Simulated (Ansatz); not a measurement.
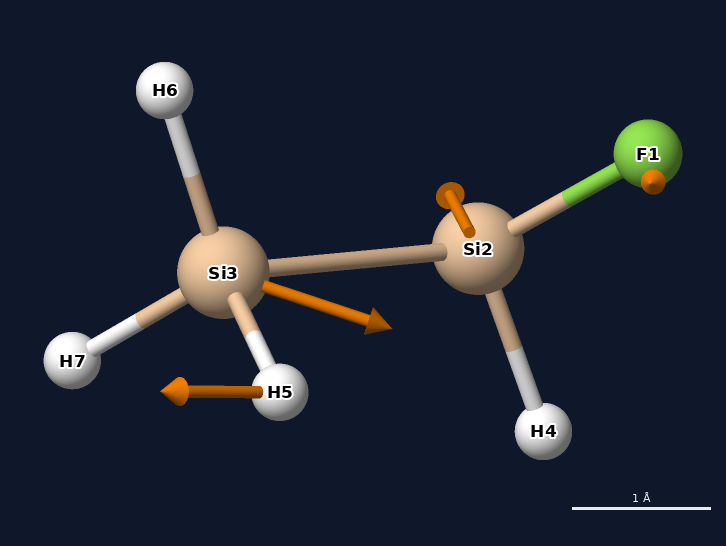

Arrows show the forces on the atoms, 5 Å of arrow for 1 eV/Å; forces under a tenth of the largest aren't drawn. Charge 0, doublet. Level of theory: PBE0-D4/def2-TZVP (Ansatz 0.2.0).

List the force components in the frame of the picture (x right, y up, z towards the viewer), in eV/Å.

```json
{"atom": "F1", "Fx": "−0.01", "Fy": "0.00", "Fz": "0.04"}
{"atom": "Si2", "Fx": "−0.04", "Fy": "0.07", "Fz": "−0.16"}
{"atom": "Si3", "Fx": "0.19", "Fy": "−0.06", "Fz": "0.00"}
{"atom": "H4", "Fx": "0.00", "Fy": "0.00", "Fz": "0.00"}
{"atom": "H5", "Fx": "−0.15", "Fy": "0.00", "Fz": "0.11"}
{"atom": "H6", "Fx": "0.00", "Fy": "0.00", "Fz": "0.00"}
{"atom": "H7", "Fx": "0.00", "Fy": "0.00", "Fz": "0.00"}
```
